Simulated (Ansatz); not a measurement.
## Molecular dynamics, with input and output: CH₆F₂OSi₂ (part 2 of 2)

The same run, continued: CH₆F₂OSi₂; RKS PBE-D4/6-31G (Ansatz 0.2.0). It belongs to a series of runs on one base structure; here: dynamics from the start.

### Output, continued
```
md step   134: t =    67.00 fs  T =   123.2 K  F+E_penalty+E_count = -24353.95221691 eV  E_kin = 0.191152 eV  (24 SCF iters)
md step   135: t =    67.50 fs  T =   131.7 K  F+E_penalty+E_count = -24353.95886366 eV  E_kin = 0.204233 eV  (24 SCF iters)
md step   136: t =    68.00 fs  T =   140.5 K  F+E_penalty+E_count = -24353.97402187 eV  E_kin = 0.217869 eV  (24 SCF iters)
md step   137: t =    68.50 fs  T =   155.0 K  F+E_penalty+E_count = -24353.99438948 eV  E_kin = 0.240501 eV  (23 SCF iters)
md step   138: t =    69.00 fs  T =   167.2 K  F+E_penalty+E_count = -24354.01527855 eV  E_kin = 0.259354 eV  (29 SCF iters)
md step   139: t =    69.50 fs  T =   177.5 K  F+E_penalty+E_count = -24354.03267949 eV  E_kin = 0.275271 eV  (29 SCF iters)
md step   140: t =    70.00 fs  T =   187.6 K  F+E_penalty+E_count = -24354.04432383 eV  E_kin = 0.290989 eV  (30 SCF iters)
md step   141: t =    70.50 fs  T =   196.1 K  F+E_penalty+E_count = -24354.04899150 eV  E_kin = 0.304233 eV  (29 SCF iters)
md step   142: t =    71.00 fs  T =   198.0 K  F+E_penalty+E_count = -24354.04688255 eV  E_kin = 0.307103 eV  (30 SCF iters)
md step   143: t =    71.50 fs  T =   191.1 K  F+E_penalty+E_count = -24354.03968493 eV  E_kin = 0.296493 eV  (30 SCF iters)
md step   144: t =    72.00 fs  T =   188.0 K  F+E_penalty+E_count = -24354.03013005 eV  E_kin = 0.291539 eV  (30 SCF iters)
md step   145: t =    72.50 fs  T =   181.3 K  F+E_penalty+E_count = -24354.02174208 eV  E_kin = 0.281259 eV  (23 SCF iters)
md step   146: t =    73.00 fs  T =   177.1 K  F+E_penalty+E_count = -24354.01841224 eV  E_kin = 0.274706 eV  (24 SCF iters)
md step   147: t =    73.50 fs  T =   179.1 K  F+E_penalty+E_count = -24354.02155716 eV  E_kin = 0.277790 eV  (24 SCF iters)
md step   148: t =    74.00 fs  T =   189.1 K  F+E_penalty+E_count = -24354.02954328 eV  E_kin = 0.293252 eV  (23 SCF iters)
md step   149: t =    74.50 fs  T =   197.4 K  F+E_penalty+E_count = -24354.03851461 eV  E_kin = 0.306236 eV  (24 SCF iters)
these checks for a lower state are left out or cut short: starts, cluster_reference, orbital_swaps, neighbouring_geometries, increment
910 factors; integrals over basis functions are off by at most 1.7e-4 eV
mean field -24353.77767546 eV, -894.9848219899 hartree, gradient 1.5e-5 eV, S^2 0.000000; 0 other end points of the search recorded, 0 dependent functions left out
the calculation of the forces begins
reference -24353.77771740 eV, -894.9848235311 hartree; 33, 33 occupied and 41, 41 virtual orbitals, 910 factors
910 factors; integrals over basis functions are off by at most 1.7e-4 eV
mean field -24353.77767546 eV, -894.9848219899 hartree, gradient 1.5e-5 eV, S^2 0.000000; 1 other end points of the search recorded, 0 dependent functions left out
the calculation of the forces begins
reference -24353.77771740 eV, -894.9848235311 hartree; 33, 33 occupied and 41, 41 virtual orbitals, 910 factors
md step   150: t =    75.00 fs  T =   204.2 K  F+E_penalty+E_count = -24354.04430453 eV  E_kin = 0.316715 eV  (26 SCF iters)
```

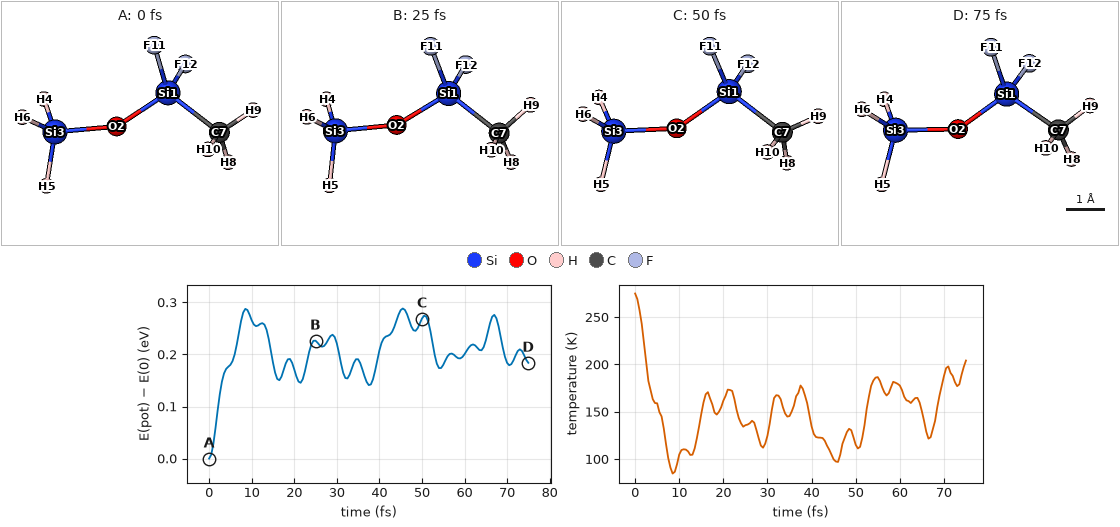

Fig. 1: Frames of the molecular dynamics (ball-and-stick, seen at a tilt) above the curves, on which the letters mark them. The trajectory kept here has 151 frames over 75 fs. The temperature starts at 275 K, ranges from 85 to 275 K and averages 153 K over the second half. The potential energy ends 0.184 eV above its first value. After an unweighted best fit of the last frame on the first, the root-mean-square displacement is 0.11 Å.

```
Total energy: -24354.04434647 eV, -894.9946219685 hartree
Atom 0 at    -0.005411    -0.076272    -0.174131 Å, force    -0.539512    -0.149864    -2.006547 eV/Å
Atom 1 at    -0.269794    -0.335208     1.420128 Å, force    -0.370842    -0.139086     0.986239 eV/Å
Atom 2 at    -1.409465    -0.258712     2.707214 Å, force    -0.599416     0.748988     0.993663 eV/Å
Atom 3 at    -2.672799    -1.019747     2.354888 Å, force     0.101812    -0.035935    -0.044401 eV/Å
Atom 4 at    -0.732258    -0.860185     3.929210 Å, force    -0.068818     0.030064    -0.210018 eV/Å
Atom 5 at    -1.846418     1.222387     3.071748 Å, force     0.402346    -0.865426    -0.376824 eV/Å
Atom 6 at     1.768494    -0.133958    -0.585566 Å, force     0.486837    -0.426630    -0.020828 eV/Å
Atom 7 at     2.229744    -1.101353    -0.365968 Å, force    -0.088810    -0.282366     0.154357 eV/Å
Atom 8 at     1.906421     0.039083    -1.649833 Å, force     0.157264     0.325214    -0.373243 eV/Å
Atom 9 at     2.272712     0.605202     0.019626 Å, force     0.543384     0.595506     0.141771 eV/Å
Atom 10 at    -0.667615     1.428672    -0.633346 Å, force    -0.037831    -0.202063     0.142431 eV/Å
Atom 11 at    -0.781804    -1.207588    -1.220654 Å, force     0.013586     0.401598     0.613400 eV/Å
Dipole moment:     0.316163    -0.067168     0.458832 e Å
```

### Trajectory as extended XYZ (Å, eV, eV/Å), 8 of the 151 frames kept, from step=0 to step=150
```
12
Properties=species:S:1:pos:R:3:forces:R:3 step=0 time_fs=0.0 energy=-24354.22824 temperature=275.0
Si   -0.0090   -0.0133   -0.2060   -0.0024   0.0008  -0.0025
O    -0.3034   -0.3018    1.4150   -0.0033   0.0003   0.0065
Si   -1.3735   -0.4749    2.7624    0.0060   0.0000   0.0008
H    -2.6058   -1.2570    2.3607    0.0019   0.0010   0.0005
H    -0.6109   -1.2162    3.8343   -0.0031  -0.0023  -0.0025
H    -1.7748    0.8951    3.2633    0.0006   0.0004  -0.0032
C     1.8278    0.0309   -0.5619    0.0069  -0.0011  -0.0021
H     2.2846   -0.9305   -0.2802   -0.0044   0.0051  -0.0017
H     2.0151    0.2149   -1.6306   -0.0013  -0.0007   0.0055
H     2.3032    0.8308    0.0265   -0.0041  -0.0027  -0.0013
F    -0.7643    1.4372   -0.6664    0.0014  -0.0006  -0.0012
F    -0.7882   -1.1960   -1.1440    0.0018  -0.0002   0.0011
12
Properties=species:S:1:pos:R:3:forces:R:3 step=21 time_fs=10.5 energy=-24353.97068 temperature=109.6
Si   -0.0082   -0.0270   -0.1800    0.7211   0.1779  -1.9096
O    -0.3306   -0.3042    1.3846   -0.0527  -0.2316   1.0225
Si   -1.3700   -0.4435    2.7160   -0.8596   0.6711   1.5590
H    -2.7004   -1.1463    2.4775    0.2992  -0.1526  -0.2826
H    -0.5462   -1.1510    3.7677   -0.1046  -0.0534  -0.0148
H    -1.8379    0.9430    3.3037    0.4945  -0.6048  -0.4718
C     1.8072    0.0108   -0.5873    0.1786  -0.7361   0.9161
H     2.1785   -0.9635   -0.2137    0.2124   0.0188  -0.1836
H     2.1282    0.1300   -1.6269   -0.3434   0.1535  -0.0717
H     2.2611    0.7606    0.0647    0.3112   0.3773  -0.0414
F    -0.7487    1.3945   -0.6285   -0.5029   0.9413  -0.2213
F    -0.7703   -1.1791   -1.1284   -0.3538  -0.5613  -0.3009
12
Properties=species:S:1:pos:R:3:forces:R:3 step=43 time_fs=21.5 energy=-24354.08270 temperature=173.1
Si    0.0151   -0.0362   -0.2125   -0.3682  -0.0433   1.0876
O    -0.3578   -0.3106    1.3886    0.8110   0.0066  -1.0057
Si   -1.3885   -0.4019    2.7159   -0.0513  -0.6689   0.5563
H    -2.6145   -1.2165    2.3492   -0.1032   0.1833   0.1288
H    -0.5623   -1.1602    3.7312   -0.2026   0.0477   0.2242
H    -1.6450    0.9973    3.1466   -0.3373   0.3361   0.2775
C     1.8231   -0.0376   -0.5522    0.3390   0.1756  -1.0371
H     2.2847   -0.9981   -0.2969   -0.0044  -0.1157   0.0283
H     1.9276    0.1385   -1.6457    0.1829  -0.2144   0.2062
H     2.3735    0.7689   -0.0670   -0.0034   0.2067   0.3698
F    -0.7620    1.3995   -0.6097   -0.0748   0.5354  -0.3490
F    -0.7743   -1.1937   -1.1316   -0.1877  -0.4491  -0.4869
12
Properties=species:S:1:pos:R:3:forces:R:3 step=64 time_fs=32.0 energy=-24354.07351 temperature=167.6
Si    0.0270   -0.0413   -0.2209   -0.7269  -0.1077  -0.4044
O    -0.3380   -0.3179    1.3586   -0.2133  -0.2125   1.4705
Si   -1.4087   -0.3734    2.7446    0.4886  -0.2381  -0.9408
H    -2.6153   -1.1484    2.2830   -0.2218   0.0652   0.1545
H    -0.7267   -1.1125    3.8629    0.1084  -0.0306   0.0603
H    -1.6900    1.0392    3.1407   -0.1915   0.2321   0.1434
C     1.8768   -0.0708   -0.5584   -0.6848  -0.0428  -0.8223
H     2.3625   -1.0279   -0.3446   -0.1729  -0.1831   0.3004
H     1.9351    0.0681   -1.6491    0.4253   0.2321  -0.0987
H     2.3791    0.7372   -0.0341    0.2308   0.3160   0.1445
F    -0.7775    1.4388   -0.6040    0.5500  -0.5290  -0.1454
F    -0.7974   -1.2286   -1.1608    0.4081   0.4983   0.1379
12
Properties=species:S:1:pos:R:3:forces:R:3 step=86 time_fs=43.0 energy=-24353.98470 temperature=119.4
Si    0.0132   -0.0448   -0.2394   -0.1264   0.0387  -0.3755
O    -0.3221   -0.3321    1.3993    0.2000  -0.0397  -0.0152
Si   -1.4131   -0.3526    2.7582   -0.6369   0.9843   0.1755
H    -2.7321   -0.9957    2.3782    0.1519  -0.2216  -0.0812
H    -0.8240   -1.0173    3.9918    0.1906  -0.0683  -0.3474
H    -1.8588    1.0902    3.2136    0.5065  -0.6424  -0.3691
C     1.9108   -0.0824   -0.6099   -0.7755   0.2026   0.7497
H     2.2373   -1.0489   -0.2159    0.2462  -0.3330  -0.1189
H     2.2800    0.0811   -1.6288   -0.5045  -0.1815  -0.2102
H     2.3799    0.6826    0.0165    0.0676   0.2523   0.2465
F    -0.7620    1.4491   -0.6071    0.3496  -0.5558  -0.0276
F    -0.8015   -1.2393   -1.1838    0.3310   0.5644   0.3733
12
Properties=species:S:1:pos:R:3:forces:R:3 step=107 time_fs=53.5 energy=-24354.04600 temperature=177.5
Si   -0.0073   -0.0527   -0.2680    0.8832  -0.1247   2.1214
O    -0.2859   -0.3450    1.4437    0.1775   0.1445  -1.6286
Si   -1.4333   -0.3216    2.7647    0.2716  -0.3404  -0.5114
H    -2.7328   -1.0356    2.4342    0.0839  -0.0172  -0.0486
H    -0.7317   -1.0186    3.8965    0.0031  -0.0401   0.1209
H    -1.7449    1.0890    3.1111   -0.0967   0.4612   0.1682
C     1.8864   -0.0903   -0.5982   -1.0306  -0.8262   0.2576
H     2.2159   -1.0854   -0.2615    0.0483  -0.1194   0.0811
H     2.1800   -0.0067   -1.6498   -0.1350   0.3542  -0.0890
H     2.3621    0.6355    0.0507    0.3092   0.5360   0.0849
F    -0.7272    1.4340   -0.6087   -0.1914   0.2082  -0.2595
F    -0.7859   -1.2235   -1.1865   -0.3232  -0.2361  -0.2969
12
Properties=species:S:1:pos:R:3:forces:R:3 step=129 time_fs=64.5 energy=-24354.01423 temperature=159.7
Si   -0.0022   -0.0677   -0.2313   -0.1807  -0.1421   0.7875
O    -0.2436   -0.3385    1.4038   -1.1457  -0.1151   0.9417
Si   -1.4416   -0.2863    2.7513    1.5038  -0.8612  -1.0906
H    -2.6574   -1.1271    2.4330   -0.1364   0.2208  -0.0510
H    -0.6640   -0.9825    3.8372   -0.1109   0.0695   0.2096
H    -1.6530    1.1429    3.0474   -0.3695   0.5435   0.1919
C     1.8043   -0.1282   -0.5540   -0.0196   0.3632  -1.3115
H     2.2381   -1.1012   -0.3371    0.1113  -0.2952   0.0896
H     1.8885    0.0970   -1.6303    0.3388  -0.3280  -0.2182
H     2.3629    0.6648   -0.0806    0.2304   0.3793   0.7090
F    -0.6978    1.4282   -0.6176   -0.0976   0.0834  -0.2381
F    -0.7853   -1.2182   -1.2037   -0.1239   0.0818  -0.0199
12
Properties=species:S:1:pos:R:3:forces:R:3 step=150 time_fs=75.0 energy=-24354.04430 temperature=204.2
Si   -0.0054   -0.0763   -0.1741   -0.5395  -0.1499  -2.0065
O    -0.2698   -0.3352    1.4201   -0.3708  -0.1391   0.9862
Si   -1.4095   -0.2587    2.7072   -0.5994   0.7490   0.9937
H    -2.6728   -1.0197    2.3549    0.1018  -0.0359  -0.0444
H    -0.7323   -0.8602    3.9292   -0.0688   0.0301  -0.2100
H    -1.8464    1.2224    3.0717    0.4023  -0.8654  -0.3768
C     1.7685   -0.1340   -0.5856    0.4868  -0.4266  -0.0208
H     2.2297   -1.1014   -0.3660   -0.0888  -0.2824   0.1544
H     1.9064    0.0391   -1.6498    0.1573   0.3252  -0.3732
H     2.2727    0.6052    0.0196    0.5434   0.5955   0.1418
F    -0.6676    1.4287   -0.6333   -0.0378  -0.2021   0.1424
F    -0.7818   -1.2076   -1.2207    0.0136   0.4016   0.6134
```

This output came from the following input.

### The input
```yaml
crystal:
  periodic: [false, false, false]
  atoms:
    - { symbol: Si, position_ang: [-0.009001, -0.013262, -0.206045] }
    - { symbol: O, position_ang: [-0.303417, -0.30182, 1.41504] }
    - { symbol: Si, position_ang: [-1.373463, -0.474859, 2.762399] }
    - { symbol: H, position_ang: [-2.605772, -1.257049, 2.360692] }
    - { symbol: H, position_ang: [-0.610886, -1.216161, 3.834288] }
    - { symbol: H, position_ang: [-1.774756, 0.89507, 3.263276] }
    - { symbol: C, position_ang: [1.827809, 0.030877, -0.561897] }
    - { symbol: H, position_ang: [2.284629, -0.930528, -0.280156] }
    - { symbol: H, position_ang: [2.015076, 0.214945, -1.630636] }
    - { symbol: H, position_ang: [2.303206, 0.830831, 0.026518] }
    - { symbol: F, position_ang: [-0.764265, 1.437225, -0.666401] }
    - { symbol: F, position_ang: [-0.788159, -1.19597, -1.143979] }
basis:
  gaussian: { orbitals: "6-31G" }
hamiltonian:
  xc: pbe
  dispersion: d4
md:
  timestep: 0.5
  n_steps: 150
  ensemble: nvt_langevin
  temperature: 300.0
  initial_velocities: maxwell_boltzmann
  seed: 557155
  friction: 0.001
```

Launched with:
```bash
ansatz run input.yaml --threads 1 --pin off --max-ram 2048MiB --backend cpu --events-out ev --progress --plain --runs-dir out
```

### Summary

| quantity | value |
| --- | --- |
| outcome | finished |
| mean temperature over the second half | 153 K |
| trajectory | 150 steps, 75 fs |
| ensemble | nvt_langevin |
| temperature in the input | 300.0 K |
| time step | 0.5 fs |
| potential energy (last step) | −24354.0443 eV |
| mean-field energy (last step) | −24353.7777 eV |
| largest force (length of the vector) (last step) | 2.083 eV/Å |
| hardware | 1 thread of AMD EPYC (Zen 3), 16 GiB of memory available, shared host |
| wall time | 8.3 min |
| peak memory | 0.14 GiB |

### Remarks

So short a trajectory is not equilibrated. The logged temperature at the start can lie below the typed one, since it is counted over all degrees of freedom. The temperature stays far from the 300 K of the thermostat over the second half: the run isn't equilibrated.
